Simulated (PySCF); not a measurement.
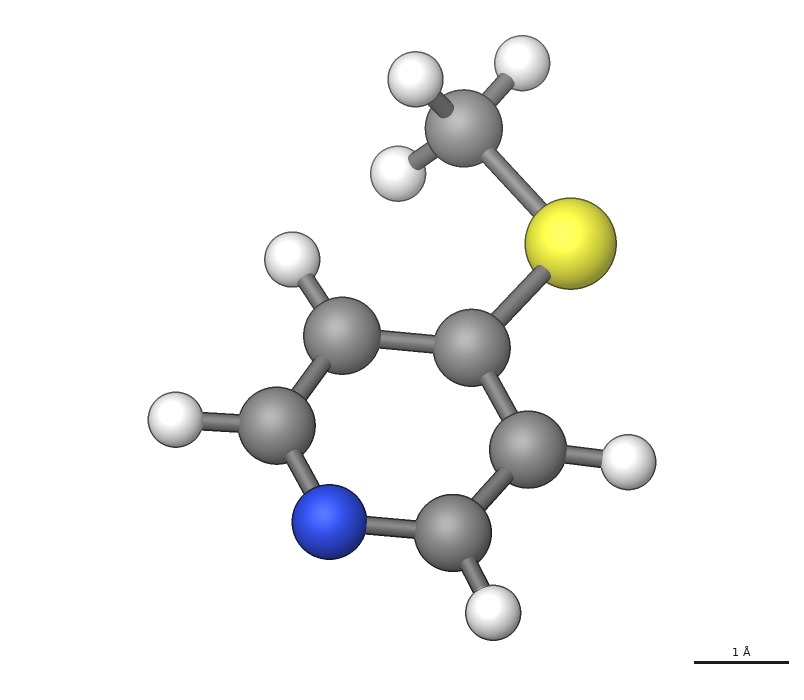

Ball-and-stick drawing of a structure. Colours: carbon grey, sulfur yellow, nitrogen blue, hydrogen white.

The geometry was computed by an optimisation with GFN2-xTB. No frequency run is at hand to confirm it as a minimum.

What is the molecular formula?

C₆H₇NS, 15 atoms: 6 carbon, 7 hydrogen, 1 nitrogen and 1 sulfur.

Write the SMILES.

CSc1ccncc1

Name some functional groups or characteristic bonds that it holds.

Among them: thioether.

More results for the same structure follow; atom numbers are the same in all pictures, views and colours differ.

**Shape**

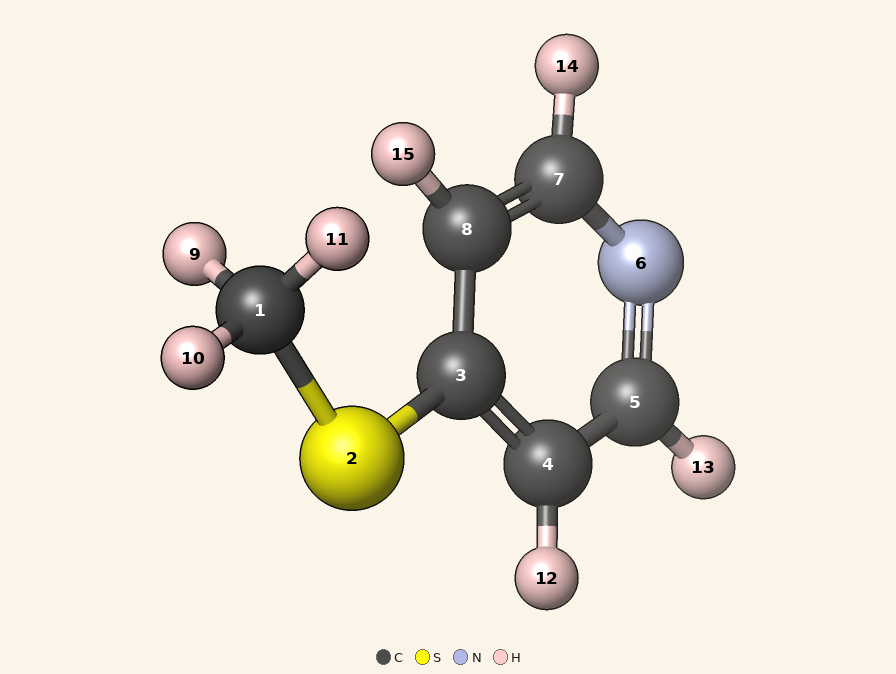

Numbered structure. No frequency run is at hand to confirm it as a minimum.

What are the angles S2–C1–H9, S2–C1–H10, S2–C3–C4, S2–C3–C8, C3–C8–C7, C3–C8–H15, C4–C5–N6, C5–N6–C7, N6–C7–C8, N6–C7–H14, C7–C8–H15, C8–C7–H14?

| angle | degrees |
| --- | --- |
| S2–C1–H9 | 110.0 |
| S2–C1–H10 | 105.6 |
| S2–C3–C4 | 117.2 |
| S2–C3–C8 | 124.7 |
| C3–C8–C7 | 118.1 |
| C3–C8–H15 | 122.2 |
| C4–C5–N6 | 123.6 |
| C5–N6–C7 | 117.5 |
| N6–C7–C8 | 124.2 |
| N6–C7–H14 | 115.7 |
| C7–C8–H15 | 119.7 |
| C8–C7–H14 | 120.2 |

**Dipole moment**

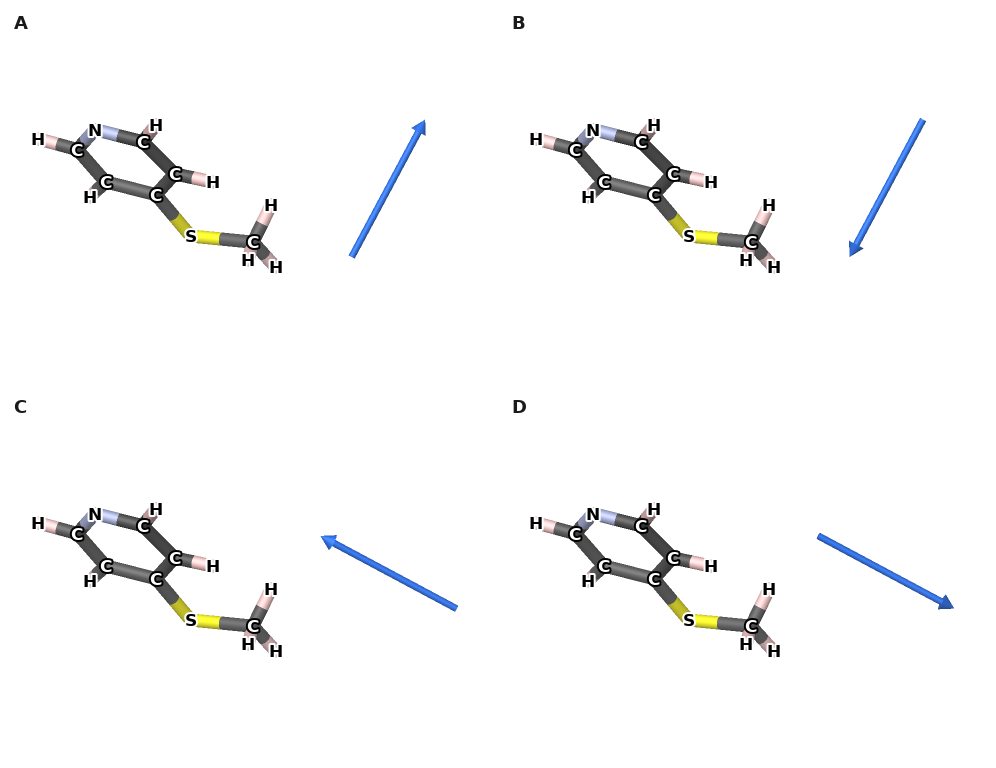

The same molecule four times, each with an arrow. No frequency run is at hand to confirm it as a minimum. Method: CAM-B3LYP/def2-SVPD, gas phase (PySCF 2.14.0).

Which arrow points along the dipole moment, from the negative to the positive end?

D. The dipole moment is 2.85 D.

**Excitation**

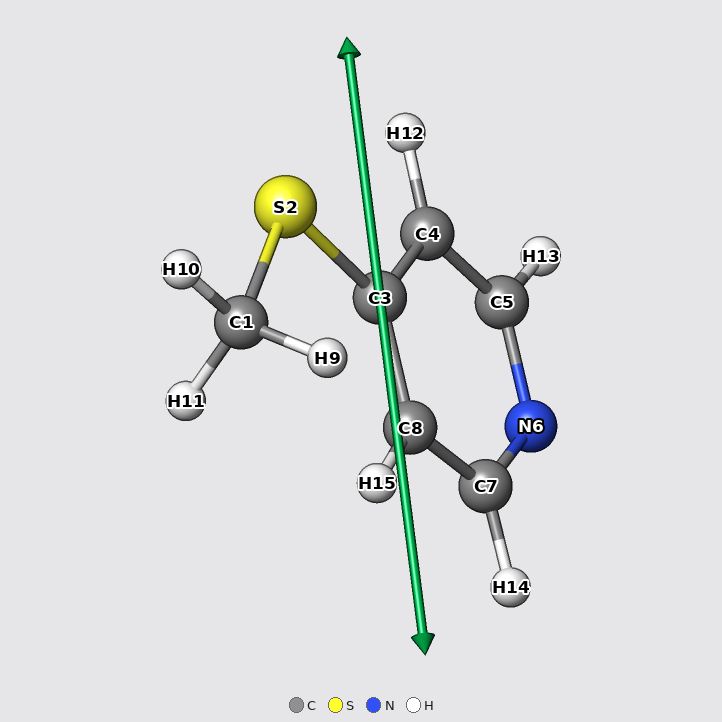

The double arrow shows the direction of the transition dipole to excited singlet state 7 (its length means nothing). No frequency run is at hand to confirm it as a minimum. Level of theory: TDDFT CAM-B3LYP/def2-SVPD, vertical, gas phase, core orbitals frozen in the response (PySCF 2.14.0).

Where does the transition lie, and how strong is it?

6.34 eV (195 nm), oscillator strength 0.17, mainly HOMO−2 → LUMO (weight 0.65); transition dipole 2.68 D.

**Polarisability**

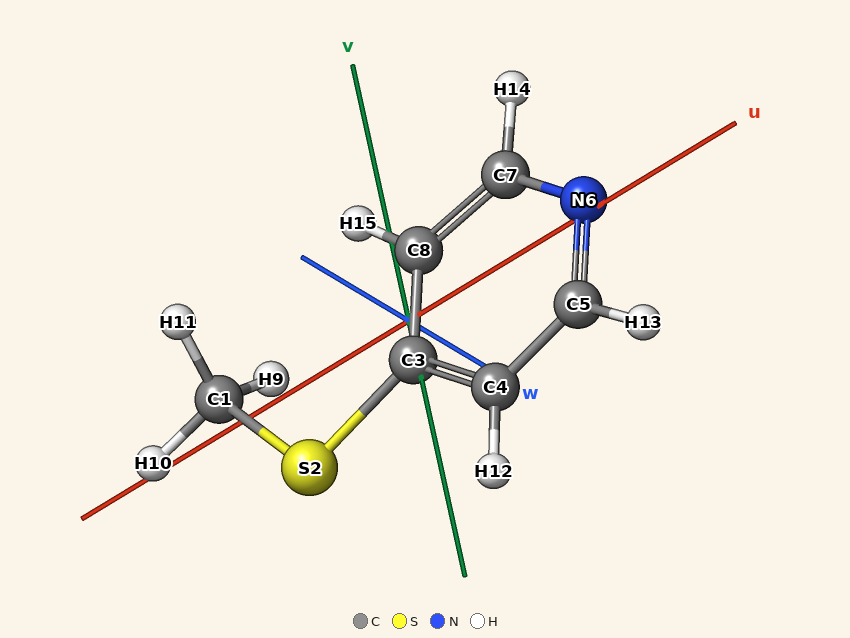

The lines u, v and w are the principal axes of the static dipole polarisability. No frequency run is at hand to confirm it as a minimum. Method: CAM-B3LYP/def2-SVPD (PySCF 2.14.0).

Along which axis is the molecule most polarisable, and along which least?

Most along u (close to the long direction C1···N6), least along w.

Give the three principal values.

u 129.8, v 99.3, w 60.0 bohr³; mean 96.4, anisotropy 60.6 bohr³.
